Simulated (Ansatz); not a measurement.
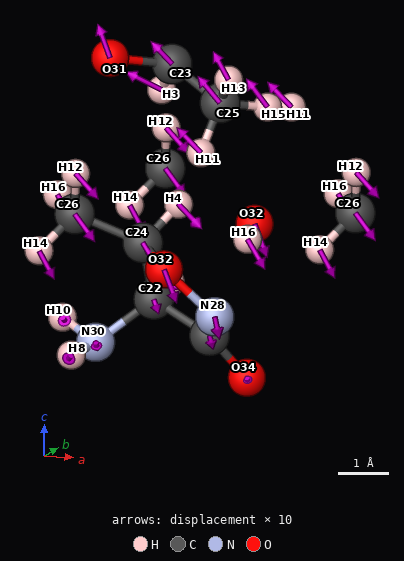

This is a relaxation of crystalline H$_{18}$C$_{8}$N$_{4}$O$_{5}$ (set up in C2). The starting structure is drawn; purple arrows show the displacements (the part carried along by the change of the cell is left out), magnified 10 times.

Style: ball-and-stick. Shown: the atoms within 4.2 Å of the atom that moves most (axes of the conventional cell (2 times the calculation's cell)), slightly off an axis. Lengths and directions refer to the drawn axes.

Case: relaxed again at another level of theory.

The calculation used DFT PBEsol, scalar-relativistic, plane waves, PAW (Ansatz 0.2.0).

Input file:
```yaml
crystal:
  lattice:
    - [5.1651507032, -2.443816002, 0.0268740403]
    - [5.1651507032, 2.443816002, 0.0268740403]
    - [-0.161868396, 0.0, 11.4847280838]
  atoms:
    - { symbol: H, position: [0.7587838405, 0.3313096642, 0.7669063638] }
    - { symbol: H, position: [0.6686903358, 0.2412161595, 0.2330936362] }
    - { symbol: H, position: [0.9309073073, 0.0330017128, 0.6021326295] }
    - { symbol: H, position: [0.9669982872, 0.0690926927, 0.3978673705] }
    - { symbol: H, position: [0.08765354, 0.1779674681, 0.9455043869] }
    - { symbol: H, position: [0.8220325319, 0.91234646, 0.0544956131] }
    - { symbol: H, position: [0.3846766956, 0.9277708078, 0.8655448593] }
    - { symbol: H, position: [0.0722291922, 0.6153233044, 0.1344551407] }
    - { symbol: H, position: [0.1624243865, 0.3018550386, 0.8276669567] }
    - { symbol: H, position: [0.6981449614, 0.8375756135, 0.1723330433] }
    - { symbol: H, position: [0.4337352035, 0.8324809124, 0.5291327299] }
    - { symbol: H, position: [0.1675190876, 0.5662647965, 0.4708672701] }
    - { symbol: H, position: [0.550987172, 0.8518242764, 0.6702116343] }
    - { symbol: H, position: [0.1481757236, 0.449012828, 0.3297883657] }
    - { symbol: H, position: [0.2561380374, 0.1901036724, 0.5967402798] }
    - { symbol: H, position: [0.8098963276, 0.7438619626, 0.4032597202] }
    - { symbol: H, position: [0.6339257619, 0.4851103135, 0.0408175879] }
    - { symbol: H, position: [0.5148896865, 0.3660742381, 0.9591824121] }
    - { symbol: C, position: [0.9136270114, 0.8955513645, 0.8285742675] }
    - { symbol: C, position: [0.1044486355, 0.0863729886, 0.1714257325] }
    - { symbol: C, position: [0.9726209426, 0.1020928589, 0.7794804083] }
    - { symbol: C, position: [0.8979071411, 0.0273790574, 0.2205195917] }
    - { symbol: C, position: [0.1193629105, 0.9430024447, 0.6641308898] }
    - { symbol: C, position: [0.0569975553, 0.8806370895, 0.3358691102] }
    - { symbol: C, position: [0.3542362713, 0.9545594838, 0.6124868126] }
    - { symbol: C, position: [0.0454405162, 0.6457637287, 0.3875131874] }
    - { symbol: "N", position: [0.0717460078, 0.6348077495, 0.7730743098] }
    - { symbol: "N", position: [0.3651922505, 0.9282539922, 0.2269256902] }
    - { symbol: "N", position: [0.1645940265, 0.1249733117, 0.8586237384] }
    - { symbol: "N", position: [0.8750266883, 0.8354059735, 0.1413762616] }
    - { symbol: O, position: [0.2564532701, 0.6289147817, 0.6865989776] }
    - { symbol: O, position: [0.3710852183, 0.7435467299, 0.3134010224] }
    - { symbol: O, position: [0.7278590595, 0.97334579, 0.9112309871] }
    - { symbol: O, position: [0.02665421, 0.2721409405, 0.0887690129] }
    - { symbol: O, position: [0.4479602065, 0.5520397935, 0.0] }
basis:
  ecutwfc: 420
kpoints:
  mp_grid: { grid: [4, 4, 2] }
hamiltonian:
  xc: pbesol
scf:
  occupations: { method: gaussian, width: 0.02 }
output:
  forces: true
  stress: true
  eigenvalues: true
  write_density: true
  write_potential: true
  elf: true
  volumetric_format: npy
relax:
  adjacent_minimum: "off"
  f_tol: 0.02
  max_steps: 50
  cell: { stress_tol: 0.03 }
```

Run as
```bash
ansatz run input.yaml --threads 8 --pin off --max-ram 16384MiB --backend cpu --events-out ev --progress --plain --runs-dir out
```

> What happened in the run?

The largest moves relative to the cell, 0.085 Å, are those of H3 and H4. H4 goes along [2 −2 −1]. By element the largest moves are H 0.085 Å, O 0.076 Å, C 0.073 Å, N 0.050 Å. Cell: a 10.330 → 10.287 Å (−0.4 %), b 4.888 → 4.936 Å (+1.0 %), c 11.486 → 11.507 Å (+0.2 %), β 90.5° → 91.3°. Volume +0.7 %. Near-neighbour distances that change, for instance: N28–O32 1.440 → 1.423 Å, H10–N30 1.067 → 1.077 Å, C22–N30 1.487 → 1.477 Å, C23–O31 1.457 → 1.448 Å. The space group stays C2 (No. 5). The energy falls by 1.0 meV per atom in 6 accepted moves (8 points after the start). Largest force component: 0.35 eV/Å at the start, 0.011 eV/Å at the end. The pressure goes from −0.41 to 0.01 GPa. The SCF was repeated twice at an unchanged geometry on a basis and grid sized afresh for the cell, which shifted the energy by 0.1 meV per atom at most.
